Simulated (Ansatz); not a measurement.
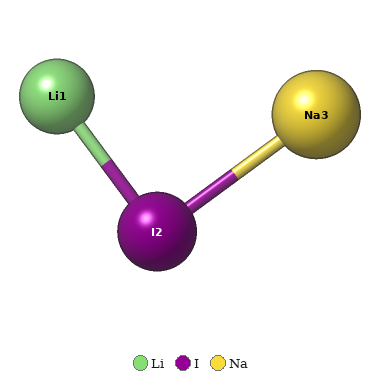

The system is Li⁺ + INa; the picture shows the reference structure. First axis: distance Li1–I2. Second axis: distance I2–Na3. Nothing is relaxed (the angle Li1–I2–Na3 is fixed at 90 degrees). The grid has 17 × 17 points. Energies: kcal/mol, counted from the lowest grid point. The D4 coefficients can switch as the alkali atoms part, which puts small steps into the map. Computed with RKS PBE0-D4/def2-TZVPD in Ansatz 0.2.0.

Its coordinates:

```yaml
atoms:
  - { symbol: Li, position_ang: [-2.4660, 0.0000, 0.0000] }
  - { symbol: I, position_ang: [0.0000, 0.0000, 0.0000] }
  - { symbol: Na, position_ang: [0.0000, 2.8810, 0.0000] }
```

Range: distance Li1–I2 from 2.136 to 4.136 Å; distance I2–Na3 from 2.440 to 4.440 Å.

What landscape does the calculation give?

Answer. The lowest grid point is at distance Li1–I2 = 2.466 Å, distance I2–Na3 = 2.881 Å. The highest grid point, distance Li1–I2 = 4.136 Å, distance I2–Na3 = 4.440 Å, lies 51.3 kcal/mol above the lowest.

```csv
"distance I2–Na3 ↓, distance Li1–I2 →",2.136,2.270,2.466,2.695,2.948,3.222,3.512,3.817,4.136
4.279,22.2,16.3,14.2,17.0,22.7,29.4,35.8,42.7,48.9
3.967,19.1,13.0,10.7,13.2,18.7,25.1,31.1,37.7,43.8
3.669,15.9,9.7,7.2,9.4,14.6,20.7,26.4,32.7,38.5
3.387,13.4,7.0,4.1,6.0,10.9,16.8,22.4,28.4,33.8
3.123,10.9,4.3,1.2,2.9,7.5,13.1,18.4,24.1,29.2
2.881,10.0,3.3,0.0,1.4,5.7,11.0,16.0,21.5,26.3
2.667,12.3,5.5,2.0,3.1,7.2,12.2,17.0,22.1,26.8
2.494,18.3,11.4,7.7,8.7,12.6,17.4,21.9,26.8,31.3
```

The table holds every second grid line.

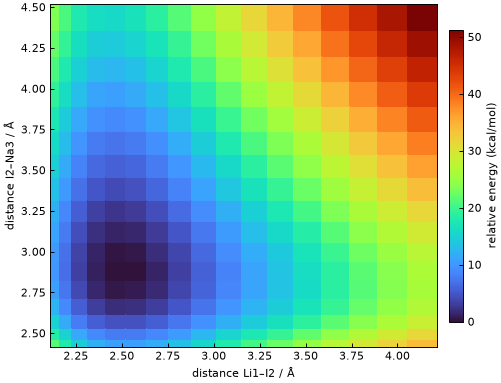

Drawn: one coloured cell a grid point.

Time for the 289 points that were run: 18 min on 1 thread of Arm Neoverse V2, on a shared host.
